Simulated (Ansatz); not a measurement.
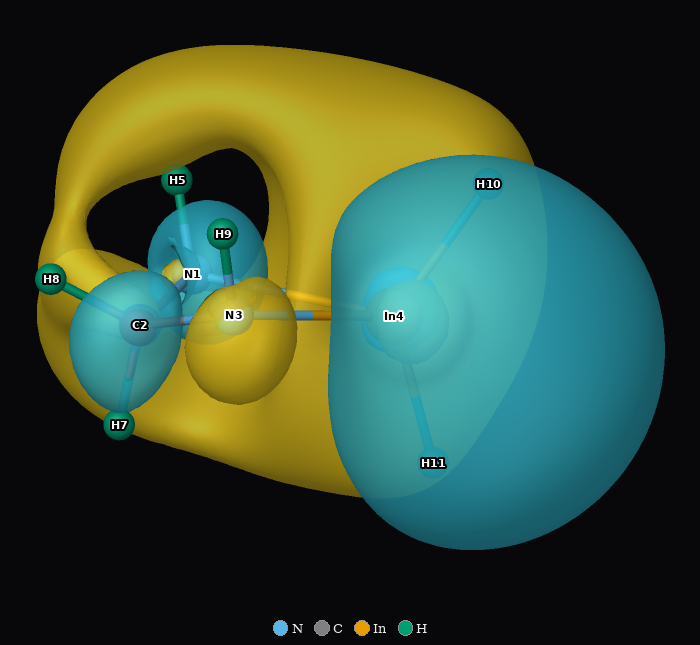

*CH₇InN₂. One frontier orbital at ±0.06 Å⁻³ᐟ² (yellow and cyan are the two phases), seen from one side.*

Geometry: PBE0-D4/def2-TZVP; core potentials replace the inner electrons of In.

These are results of RKS PBE0-D4/def2-TZVPP in Ansatz 0.2.0, not measurements.

```csv
atom,x (Å),y (Å),z (Å)
N,-0.5622,0.9115,-0.3220
C,-0.7125,-0.0251,0.8455
N,0.4555,-0.8371,0.9507
In,1.0568,-0.7273,-1.0798
H,-0.0977,1.7693,-0.0424
H,-1.4478,1.1640,-0.7501
H,-1.5888,-0.6383,0.6001
H,-0.9428,0.5273,1.7643
H,1.1199,-0.4256,1.5941
H,2.5830,0.0025,-1.4169
H,0.1365,-1.7212,-2.1436
```

Which orbital is it: HOMO or LUMO?

Answer. The LUMO, at −0.46 eV. Its weight (Hirshfeld) is mainly on In4 (about 65 %) and N1 (about 5 %).
